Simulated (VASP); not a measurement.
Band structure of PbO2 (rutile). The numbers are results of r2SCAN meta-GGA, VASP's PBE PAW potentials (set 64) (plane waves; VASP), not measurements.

The path is coarsely sampled, so an indirect gap can come out somewhat too large. Unless said otherwise, spin-orbit coupling is left out, though it shifts the bands of the heavy elements here.

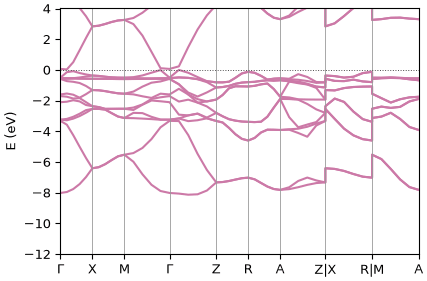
Bands along high-symmetry lines, zero at the valence-band maximum or, without a gap, the Fermi level

### Question
Read the plot: is there a gap, and where are the band edges?

### Answer
The gap is indirect, 0.03 eV, from the valence maximum at Γ-Z at 0.20 to the conduction minimum at Γ-X at 0.20.

The compound is PbO2 in the rutile structure. It was relaxed first.
